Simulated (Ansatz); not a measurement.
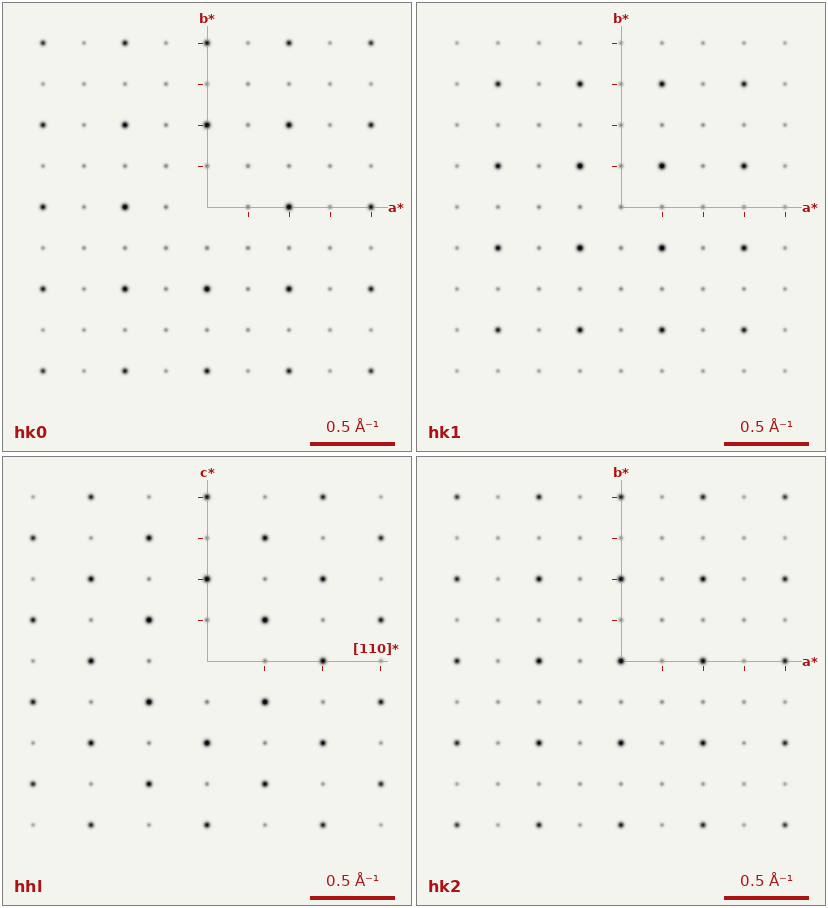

Simulated precession-type sections (X-rays; kinematic intensities, B = 0.5 Å²). The ticks mark integer indices of the conventional cell.

### What cell do the layers give?

a* = 0.246, b* = 0.246, c* = 0.246 Å⁻¹; the cell is cubic with a = 4.07 Å.

### Which reflection conditions do the layers show?

Reflections are present only under these conditions. hkl: no condition; hk0: no condition; hhl: no condition; h00: no condition. The lattice is primitive (P).

### Which space groups fit?

The intensities have Laue symmetry m-3m (the hk0 layer shows 4mm, hk1 shows 4mm). With these conditions the candidates are P432 (No. 207), P-43m (No. 215), Pm-3m (No. 221). Diffraction geometry alone does not choose among them; the structure has Pm-3m. The compound is SrOs3. Structure: the input geometry of an electronic-structure calculation (not necessarily at equilibrium); the starting structure was generated, so it need not be a known form of this composition.
